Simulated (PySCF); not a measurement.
# C4H5F3OS: runs on many settings

Aim: see how C4H5F3OS (`CS/C=C\OC(F)(F)F`) answers to the choice of functional, basis, grid and SCF options, and what happens with inputs that are wrong on purpose.

Programs: PySCF 2.14.0, with density-fitted response routines of our own. Each step states its level of theory. These are calculated values for one molecule in the gas phase, unless marked as measured. Atoms are numbered from 0 throughout.

### 1 Starting geometry

14 atoms, charge 0, multiplicity 1; geometry from: GFN2-xTB.

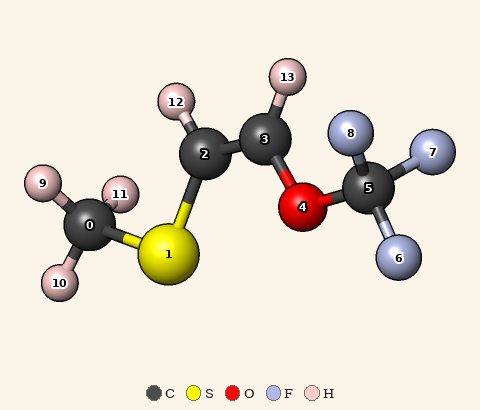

The starting geometry (carbon dark grey, sulfur yellow, oxygen red, fluorine light blue, hydrogen pink), atoms numbered.

### 2 Nuclear shieldings: PBE0/pcSseg-1

The job: settings as JSON, then the geometry in Å.

```
{"job": {"kind": "nmr", "xc": "PBE0", "basis": "pcSseg-1"}, "charge": 0, "multiplicity": 1}
C      3.122672     0.283299     0.116576
S      1.429333     0.949821     0.024440
C      0.544031    -0.486251     0.459900
C     -0.778635    -0.543493     0.550732
O     -1.551391     0.601795     0.294508
C     -2.852686     0.418562     0.245719
F     -3.459064     1.564134    -0.028069
F     -3.240259    -0.469561    -0.690391
F     -3.380359    -0.041981     1.397532
H      3.315049    -0.089162     1.117882
H      3.791562     1.108224    -0.104745
H      3.249726    -0.501618    -0.622458
H      1.132823    -1.361772     0.669932
H     -1.323479    -1.432469     0.826300
```

Method: GIAO PBE0/pcSseg-1 NMR shielding, non-relativistic, gas phase.

Run with:

```sh
> OMP_NUM_THREADS=1 python probes_run.py task.json out
```

This one command runs all jobs of the session in turn.

Output:

```text
coarse grid: 13416 points
cycle   1  E = -927.3574452051  dE =  1.543e+00  |g| = 1.008e+00  |ddm| = 3.459e+00
cycle   2  E = -927.2104454891  dE =  1.470e-01  |g| = 1.443e+00  |ddm| = 1.198e+00
cycle   3  E = -927.5291360607  dE = -3.187e-01  |g| = 6.883e-02  |ddm| = 6.984e-01
cycle   4  E = -927.5293478885  dE = -2.118e-04  |g| = 6.139e-02  |ddm| = 1.048e-01
cycle   5  E = -927.5301719905  dE = -8.241e-04  |g| = 1.140e-02  |ddm| = 5.209e-02
cycle   6  E = -927.5301994385  dE = -2.745e-05  |g| = 2.736e-03  |ddm| = 1.096e-02
cycle   7  E = -927.5302009734  dE = -1.535e-06  |g| = 7.286e-04  |ddm| = 2.378e-03
final grid: 129464 points
cycle   8  E = -927.6153534172  dE = -4.001e-05  |g| = 1.161e-02  |ddm| = 3.139e-02
cycle   9  E = -927.6153293956  dE =  2.402e-05  |g| = 1.603e-02  |ddm| = 1.881e-02
cycle  10  E = -927.6153805533  dE = -5.116e-05  |g| = 1.189e-03  |ddm| = 1.172e-02
cycle  11  E = -927.6153808188  dE = -2.655e-07  |g| = 3.492e-04  |ddm| = 1.069e-03
cycle  12  E = -927.6153808398  dE = -2.104e-08  |g| = 1.217e-04  |ddm| = 3.816e-04
cycle  13  E = -927.6153808429  dE = -3.031e-09  |g| = 4.479e-05  |ddm| = 1.364e-04
cycle  14  E = -927.6153808433  dE = -4.720e-10  |g| = 8.516e-06  |ddm| = 4.352e-05
converged SCF energy = -927.6153808433

GIAO shielding tensors (ppm)
atom      isotropic    diamagn.    paramagn.     s11        s22        s33       span
  0 C      165.121     250.942     -85.821    143.909    162.868    188.585     44.676
  1 S      517.699    1057.536    -539.837    345.598    483.157    724.341    378.742
  2 C       62.987     261.248    -198.260    -31.562     87.059    133.466    165.027
  3 C       49.580     252.754    -203.174    -43.718     87.877    104.581    148.299
  4 O      169.398     402.425    -233.027    134.611    166.814    206.769     72.157
  5 C       56.701     236.227    -179.526     51.688     52.517     65.899     14.211
  6 F      249.441     467.387    -217.947    185.546    208.395    354.381    168.835
  7 F      238.447     472.276    -233.829    160.043    196.712    358.586    198.543
  8 F      241.259     469.934    -228.675    160.917    200.418    362.442    201.525
  9 H       29.367      29.273       0.094     24.083     27.572     36.446     12.364
 10 H       29.728      28.440       1.287     24.774     26.649     37.760     12.986
 11 H       29.288      29.930      -0.641     23.948     27.475     36.441     12.493
 12 H       26.331      33.433      -7.102     23.103     25.718     30.172      7.070
 13 H       25.026      31.563      -6.537     21.401     24.220     29.459      8.058
```

Wall time 24 s (1 thread of Intel Xeon Platinum 8488C, shared host); peak memory 0.82 GiB.

The references, computed at this level on geometries of the same kind, shield at (ppm): 1H TMS 31.72, 13C TMS 186.9, 19F CFCl3 170.9, 17O H2O 336.1, 33S CS2 504. Their shielding less the atom's gives the shift. The references are single molecules in the gas phase, so shifts against H2O, NH3, PH3, H3PO4 or CFCl3 are not on the usual liquid scales and can be off by tens of ppm. Atoms listed in one row are averaged.

```
       atoms                                                  environment  σ (ppm)  δ (ppm)  δ scaled to CDCl3
          C3                                 alkene carbon bearing oxygen     49.6    137.3              132.1
          C5                                                   CF3 carbon     56.7    130.2              125.2
          C2                β carbon of an enol-ether or enamine type C=C     63.0    123.9              114.6
          C0                                    methyl carbon bonded to S    165.1     21.8               15.0
         H13                  hydrogen on an alkene carbon bearing oxygen    25.03     6.69               6.41
         H12  hydrogen on a β carbon of an enol-ether or enamine type C=C    26.33     5.39               5.18
H9, H10, H11                      hydrogen on a methyl carbon bonded to S    29.46     2.26               2.23
          S1                                               sulfide sulfur      518      -14                  –
          O4                                                 ether oxygen    169.4    166.7                  –
  F6, F7, F8                                    fluorine of an OCF3 group    243.0    -72.1                  –
```

The scaled column applies a straight-line fit of computed shieldings to shifts measured in CDCl3, with any fitted terms for Cl, Br or S neighbours, and one for carbons that bear F (root-mean-square error 0.16 ppm for H, 1.9 ppm for C).

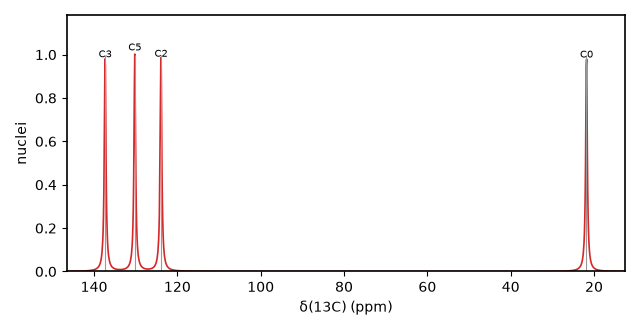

13C lines at the computed shifts, without couplings. Lines are broadened to a width of 0.46 ppm (Lorentzian).

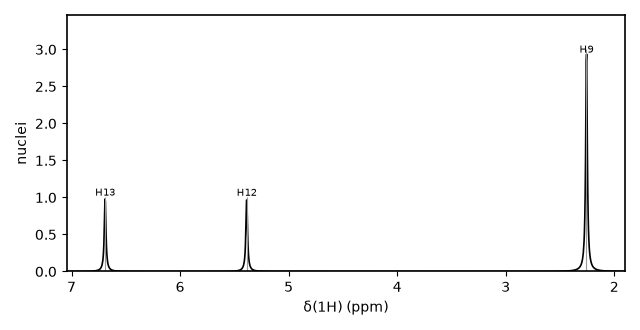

1H lines at the computed shifts, without couplings. Lines are broadened to a width of 0.02 ppm (Lorentzian).

Charges from the same density, by scheme (e):

```
     atoms  Mulliken    IAO  Hirshfeld  ESP fit
        C0     -0.39  -0.51      -0.11    -0.47
        S1      0.09   0.19       0.03    -0.05
        C2     -0.33  -0.30      -0.09    -0.18
        C3      0.15   0.00      -0.01    -0.12
        O4     -0.43  -0.32      -0.11    -0.20
        C5      0.95   0.95       0.31     0.71
F6, F7, F8     -0.26  -0.28      -0.10    -0.21
```

IAO charges:

C0 -0.51; S1 0.19; C2 -0.30; C3 0.00; O4 -0.32; C5 0.95; F6 -0.26; F7 -0.29; F8 -0.29; H9 0.16; H10 0.17; H11 0.16; H12 0.17; H13 0.17

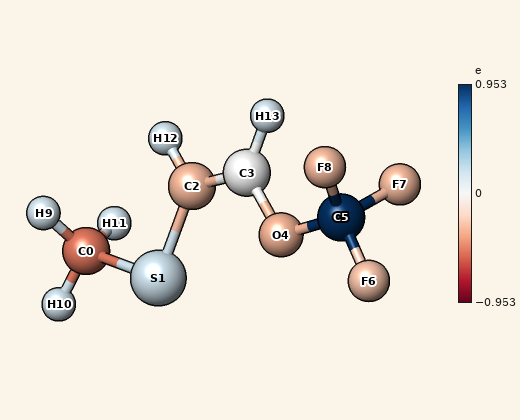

IAO charges, as colours on the atoms.

Mayer bond orders: C0–S1 0.99, S1–C2 1.06, C2–C3 1.85, C3–O4 0.89, O4–C5 1.11, C5–F6 1.07, C5–F7 1.00, C5–F8 0.99.

### 3 Excited states and response: PBE0/def2-SVPD

Same as in step 2 but for these lines:

```diff
@@ -1,2 +1,2 @@
-{"job": {"kind": "nmr", "xc": "PBE0", "basis": "pcSseg-1"}, "charge": 0, "multiplicity": 1}
+{"job": {"kind": "uv", "xc": "PBE0", "basis": "def2-SVPD", "nstates": 6, "ntriplets": 2}, "charge": 0, "multiplicity": 1}
 C      3.122672     0.283299     0.116576
```

Method: TDDFT PBE0/def2-SVPD, vertical, gas phase, core orbitals frozen in the response.

Output:

```text
coarse grid: 13416 points
cycle   1  E = -926.9185858230  dE =  1.482e+00  |g| = 9.540e-01  |ddm| = 6.249e+00
cycle   2  E = -926.7815992940  dE =  1.370e-01  |g| = 1.354e+00  |ddm| = 2.380e+00
cycle   3  E = -927.0807336243  dE = -2.991e-01  |g| = 6.689e-02  |ddm| = 1.363e+00
cycle   4  E = -927.0809923954  dE = -2.588e-04  |g| = 5.793e-02  |ddm| = 2.747e-01
cycle   5  E = -927.0817694252  dE = -7.770e-04  |g| = 1.081e-02  |ddm| = 1.075e-01
cycle   6  E = -927.0817952462  dE = -2.582e-05  |g| = 2.571e-03  |ddm| = 2.154e-02
cycle   7  E = -927.0817966817  dE = -1.436e-06  |g| = 6.076e-04  |ddm| = 4.808e-03
final grid: 129464 points
cycle   8  E = -927.1942058005  dE = -3.684e-05  |g| = 1.123e-02  |ddm| = 1.336e-01
cycle   9  E = -927.1941819023  dE =  2.390e-05  |g| = 1.545e-02  |ddm| = 3.525e-02
cycle  10  E = -927.1942329921  dE = -5.109e-05  |g| = 1.105e-03  |ddm| = 2.211e-02
cycle  11  E = -927.1942332396  dE = -2.474e-07  |g| = 3.205e-04  |ddm| = 2.432e-03
cycle  12  E = -927.1942332577  dE = -1.810e-08  |g| = 1.111e-04  |ddm| = 5.502e-04
cycle  13  E = -927.1942332603  dE = -2.613e-09  |g| = 4.245e-05  |ddm| = 2.431e-04
cycle  14  E = -927.1942332608  dE = -4.536e-10  |g| = 9.152e-06  |ddm| = 1.201e-04
converged SCF energy = -927.1942332608

Static polarisability (au): isotropic 80.545, principal 57.959 69.281 114.395

Singlet excitations
state   eV       nm        f      main configurations
  1   5.3503    231.7   0.00068   H->L+1 0.82, H->L+2 0.11
  2   5.6255    220.4   0.33005   H->L 0.95
  3   5.7040    217.4   0.00081   H->L+2 0.85, H->L+1 0.11
  4   6.2475    198.5   0.00688   H->L+3 0.94
  5   6.7231    184.4   0.02474   H->L+4 0.50, H->L+5 0.33, H->L+7 0.08
  6   6.9181    179.2   0.00350   H->L+5 0.50, H->L+4 0.37

Triplet excitations (Tamm-Dancoff, eV): 3.6913 4.9609
```

Run time: 38 s. Hardware: 1 thread of Intel Xeon Platinum 8488C, shared host; peak memory 0.91 GiB.

Frontier orbitals and where they lie:

```
orbital      eV                      atoms
 HOMO−3  -11.15  C0 19 %, S1 17 %, O4 16 %
 HOMO−2   -9.56  S1 58 %, C0 15 %, C2 13 %
 HOMO−1   -9.11  C2 31 %, S1 24 %, O4 16 %
   HOMO   -6.44  S1 46 %, C3 19 %, C2 15 %
   LUMO   -0.23  C2 32 %, C3 30 %, S1 13 %
 LUMO+1    0.30  S1 48 %, C0 18 %, H10 8 %
 LUMO+2    0.52  S1 25 %, C2 13 %, C3 13 %
```

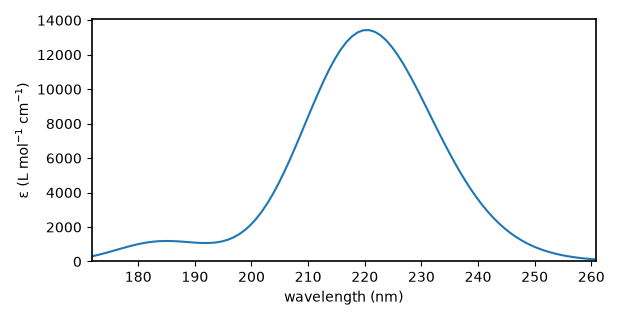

Absorption spectrum: each of the 6 states is a Gaussian band of 0.4 eV half-width at 1/e. Beyond the last state computed it falls off for lack of states.

Ground-state properties from the same run:

```
           property  computed
  dipole moment (D)      4.05
polarisability (Å³)     11.94
 HOMO–LUMO gap (eV)      6.22
      −ε(HOMO) (eV)      6.44
```

### 4 Ultraviolet spectrum: BLYP/6-31G

Same as in step 3 but for these lines:

```diff
@@ -1,2 +1,2 @@
-{"job": {"kind": "uv", "xc": "PBE0", "basis": "def2-SVPD", "nstates": 6, "ntriplets": 2}, "charge": 0, "multiplicity": 1}
+{"job": {"kind": "uv", "xc": "BLYP", "basis": "6-31G", "nstates": 25, "ntriplets": 5, "tda": true, "scf": {"conv": 1e-07}}, "charge": 0, "multiplicity": 1}
 C      3.122672     0.283299     0.116576
```

Level: TDA BLYP/6-31G, vertical, gas phase, core orbitals frozen in the response.

Output:

```text
final grid: 129464 points
cycle   1  E = -927.7690785752  dE =  1.622e+00  |g| = 1.160e+00  |ddm| = 3.953e+00
cycle   2  E = -927.1531865663  dE =  6.159e-01  |g| = 2.197e+00  |ddm| = 2.685e+00
cycle   3  E = -928.0352327360  dE = -8.820e-01  |g| = 1.410e-01  |ddm| = 1.718e+00
cycle   4  E = -928.0361103576  dE = -8.776e-04  |g| = 1.286e-01  |ddm| = 2.965e-01
cycle   5  E = -928.0404771836  dE = -4.367e-03  |g| = 3.253e-02  |ddm| = 1.649e-01
cycle   6  E = -928.0407471871  dE = -2.700e-04  |g| = 7.747e-03  |ddm| = 3.793e-02
cycle   7  E = -928.0407607553  dE = -1.357e-05  |g| = 2.054e-03  |ddm| = 1.019e-02
cycle   8  E = -928.0407616736  dE = -9.183e-07  |g| = 6.318e-04  |ddm| = 2.888e-03
cycle   9  E = -928.0407617545  dE = -8.086e-08  |g| = 1.625e-04  |ddm| = 7.557e-04
converged SCF energy = -928.0407617545

Static polarisability (au): isotropic 63.339, principal 36.616 55.037 98.363

Singlet excitations
state   eV       nm        f      main configurations
  1   5.5393    223.8   0.00013   H->L+1 0.99
  2   5.8446    212.1   0.37214   H->L 0.82, H-1->L 0.11
  3   6.1677    201.0   0.00489   H->L+2 0.95
  4   6.9502    178.4   0.00037   H->L+3 0.93
  5   7.3647    168.3   0.00164   H->L+4 0.53, H-2->L 0.45
  6   7.4483    166.5   0.00028   H-2->L 0.51, H->L+4 0.45
  7   7.7897    159.2   0.00092   H-1->L+1 0.53, H->L+5 0.46
  8   7.9163    156.6   0.00093   H->L+5 0.47, H-1->L+1 0.40
  9   7.9971    155.0   0.25264   H-1->L 0.60, H->L+7 0.11, H-5->L 0.10
 10   8.1191    152.7   0.00158   H->L+6 0.90
 11   8.3361    148.7   0.02245   H->L+7 0.83
 12   8.4197    147.3   0.00044   H-1->L+2 0.77, H->L+8 0.14
 13   8.5980    144.2   0.00852   H-3->L 0.68, H-5->L 0.15, H->L+9 0.10
 14   8.6231    143.8   0.00086   H-4->L 0.86, H->L+8 0.12
 15   8.6517    143.3   0.00511   H->L+8 0.64, H-4->L 0.12, H-1->L+2 0.12
 16   8.7110    142.3   0.00781   H->L+9 0.78, H-5->L 0.13
 17   8.9281    138.9   0.06966   H-2->L+1 0.55, H-2->L+2 0.29
 18   9.0875    136.4   0.00144   H-6->L 0.97
 19   9.1755    135.1   0.27336   H-5->L 0.35, H-2->L+2 0.18, H-8->L 0.14
 20   9.2505    134.0   0.01106   H->L+10 0.57, H-2->L+2 0.11, H-1->L+3 0.10
 21   9.2608    133.9   0.06095   H-2->L+2 0.30, H->L+10 0.29, H-2->L+1 0.11
 22   9.2942    133.4   0.00181   H-1->L+3 0.83, H->L+10 0.12
 23   9.5351    130.0   0.00130   H-7->L 0.87
 24   9.5577    129.7   0.00038   H-4->L+1 0.85, H-7->L 0.08
 25   9.6066    129.1   0.00057   H-5->L+1 0.55, H-3->L+1 0.31

Triplet excitations (Tamm-Dancoff, eV): 3.8275 5.1725 5.6712 6.2077 6.7154
```

Run time: 13 s. Hardware: 1 thread of Intel Xeon Platinum 8488C, shared host; peak memory 0.47 GiB.

Key values: HOMO -4.96 eV, LUMO -0.53 eV; lowest singlet 5.54 eV.

### 5 Shielding tensors: CAM-B3LYP/pcseg-1

Same as in step 4 but for these lines:

```diff
@@ -1,2 +1,2 @@
-{"job": {"kind": "uv", "xc": "BLYP", "basis": "6-31G", "nstates": 25, "ntriplets": 5, "tda": true, "scf": {"conv": 1e-07}}, "charge": 0, "multiplicity": 1}
+{"job": {"kind": "nmr", "xc": "CAM-B3LYP", "basis": "pcseg-1", "pop": false, "scf": {"aux": "def2-qzvpp-jkfit"}}, "charge": 0, "multiplicity": 1}
 C      3.122672     0.283299     0.116576
```

With the program's defaults for keys left out, this is: GIAO CAM-B3LYP/pcseg-1 NMR shielding, non-relativistic, gas phase.

Output:

```text
final grid: 129464 points
cycle   1  E = -927.8860702724  dE =  1.695e+00  |g| = 1.013e+00  |ddm| = 3.860e+00
cycle   2  E = -927.8412256031  dE =  4.484e-02  |g| = 1.222e+00  |ddm| = 1.378e+00
cycle   3  E = -928.0799353092  dE = -2.387e-01  |g| = 5.795e-02  |ddm| = 7.101e-01
cycle   4  E = -928.0804613622  dE = -5.261e-04  |g| = 3.085e-02  |ddm| = 7.339e-02
cycle   5  E = -928.0806176040  dE = -1.562e-04  |g| = 1.146e-02  |ddm| = 2.889e-02
cycle   6  E = -928.0806432565  dE = -2.565e-05  |g| = 2.379e-03  |ddm| = 1.058e-02
cycle   7  E = -928.0806445729  dE = -1.316e-06  |g| = 4.832e-04  |ddm| = 2.894e-03
cycle   8  E = -928.0806446436  dE = -7.072e-08  |g| = 2.405e-04  |ddm| = 8.969e-04
cycle   9  E = -928.0806446553  dE = -1.170e-08  |g| = 6.786e-05  |ddm| = 2.580e-04
cycle  10  E = -928.0806446565  dE = -1.239e-09  |g| = 1.590e-05  |ddm| = 9.848e-05
cycle  11  E = -928.0806446566  dE = -1.128e-10  |g| = 4.892e-06  |ddm| = 3.834e-05
converged SCF energy = -928.0806446566

GIAO shielding tensors (ppm)
atom      isotropic    diamagn.    paramagn.     s11        s22        s33       span
  0 C      174.149     250.241     -76.091    152.001    173.392    197.055     45.054
  1 S      525.250    1058.696    -533.446    355.451    476.132    744.167    388.716
  2 C       69.356     260.746    -191.390    -27.441     92.454    143.057    170.498
  3 C       58.675     253.151    -194.476    -35.345     96.800    114.570    149.916
  4 O      186.288     403.635    -217.346    154.016    184.253    220.597     66.581
  5 C       63.316     235.578    -172.262     57.472     60.330     72.145     14.673
  6 F      261.541     468.476    -206.935    199.300    221.623    363.701    164.400
  7 F      251.626     473.258    -221.632    174.015    213.002    367.859    193.844
  8 F      254.050     470.873    -216.823    174.698    216.268    371.182    196.483
  9 H       29.536      29.466       0.071     24.340     27.847     36.422     12.082
 10 H       29.841      28.503       1.338     24.929     26.880     37.714     12.786
 11 H       29.461      30.234      -0.773     24.219     27.745     36.418     12.199
 12 H       26.443      33.323      -6.881     23.360     25.614     30.354      6.993
 13 H       25.313      31.773      -6.460     21.568     24.371     30.001      8.433
```

It took 22 s on 1 thread of Intel Xeon Platinum 8488C, shared host; peak memory 0.82 GiB.

This run: δ C3 137.0, C5 132.4, C2 126.3, C0 21.5, H13 6.59, H12 5.46 ppm.

### 6 Shielding tensors: PBE0/6-31G-J

Same as in step 5 but for these lines:

```diff
@@ -1,2 +1,2 @@
-{"job": {"kind": "nmr", "xc": "CAM-B3LYP", "basis": "pcseg-1", "pop": false, "scf": {"aux": "def2-qzvpp-jkfit"}}, "charge": 0, "multiplicity": 1}
+{"job": {"kind": "nmr", "xc": "PBE0", "basis": "6-31G-J", "pop": true, "gauge": [10, 10, 10], "scf": {"max_cycle": 72}}, "charge": 0, "multiplicity": 1}
 C      3.122672     0.283299     0.116576
```

Method: PBE0/6-31G-J.

Output:

```text
KeyError: 'Element s (Z=16) not found in basis 6-31G-J version 0'
```

It took 0.01 s on 1 thread of Intel Xeon Platinum 8488C, shared host.

Diagnosis: The basis 6-31G-J has no functions for an element of the molecule, so the input was refused before any integral. Cure: choose a basis that covers all elements.

### 7 Comparing the runs: NMR shifts

Shifts (ppm) of some atoms, chosen among heavy atoms and hydrogens apart, means over like atoms, with basis size and wall time:

```
              run     C3     C5     C2   H13   H12     O4     F6  functions  time
    PBE0/pcSseg-1  137.3  130.2  123.9  6.69  5.39  166.7  -72.1        185  24 s
CAM-B3LYP/pcseg-1  137.0  132.4  126.3  6.59  5.46  156.9  -60.3        155  22 s
```

### 8 Side by side: electronic excitations

Excitations and ground-state properties, with basis size and wall time:

```
           run  lowest singlet (eV)  brightest (eV)      f  gap (eV)  α (Å³)  μ (D)  functions  time
PBE0/def2-SVPD                 5.35            5.63  0.330      6.22   11.94   4.05        239  38 s
    BLYP/6-31G                 5.54            5.84  0.372      4.42    9.39   4.31         95  13 s
```

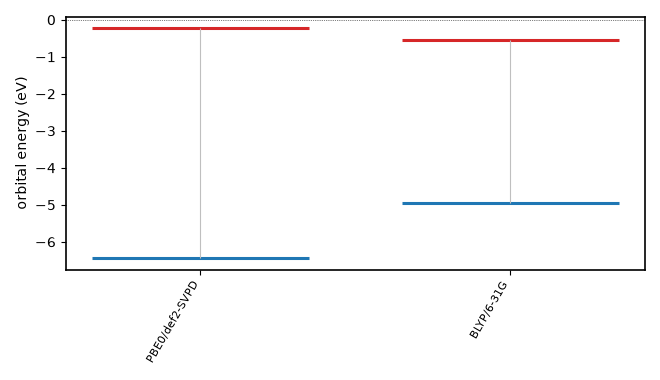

HOMO (blue) and LUMO (red) run by run.

### 9 What came out

```
                                                                 quantity                                            value
                                   13C shifts against TMS (PBE0/pcSseg-1)                    137.3, 130.2, 123.9, 21.8 ppm
   1H shifts against TMS (PBE0/pcSseg-1, means over atoms taken as alike)                             6.69, 5.39, 2.26 ppm
                                   33S shifts against CS2 (PBE0/pcSseg-1)                                          -14 ppm
                                   17O shifts against H2O (PBE0/pcSseg-1)                                        166.7 ppm
19F shifts against CFCl3 (PBE0/pcSseg-1, means over atoms taken as alike)                                        -72.1 ppm
                                          lowest singlet (PBE0/def2-SVPD)                      5.35 eV (232 nm), f = 0.001
                                 brightest single state of those computed                      state 2, 5.63 eV, f = 0.330
                                                           lowest triplet                                          3.69 eV
                                                 range of the shift of F6                               -72.1 to -60.3 ppm
                                              range of the lowest singlet                                  5.35 to 5.54 eV
                                            property runs in this session  5, of which 1 failed and 0 gave unsound results
```

**Reading.** Single values in the summary come from the first run of each kind that ended normally (PBE0/pcSseg-1; PBE0/def2-SVPD), which need not be the best level. The most deshielded carbon is C3 (alkene carbon bearing oxygen), at 137.3 ppm: an sp2 carbon further deshielded by the attached heteroatom. The most deshielded hydrogen is H13 (hydrogen on an alkene carbon bearing oxygen), at 6.69 ppm: olefinic region. At PBE0/pcSseg-1: Shielding is most anisotropic at S1 (span 379 ppm, paramagnetic term -540 ppm). The lowest singlet, at 5.35 eV, is HOMO→LUMO+1 0.82, HOMO→LUMO+2 0.11 and is dark; of the 6 states computed, the strongest absorption comes from state 2 at 5.63 eV. The lowest triplet lies 1.66 eV below the lowest singlet (triplets in Tamm-Dancoff, singlets in full TDDFT). Among the atoms with a shift in every run: Across the 2 runs the shift of F6 (with its like atoms) moves most, between -72.1 (PBE0/pcSseg-1) and -60.3 ppm (CAM-B3LYP/pcseg-1). The lowest singlet runs from 5.35 eV (PBE0/def2-SVPD) to 5.54 eV (BLYP/6-31G), while the orbital gap spans 4.42 to 6.22 eV. The lowest state need not be the same one in every run. The runs solved for a few states only, so the brightest column depends on that window.
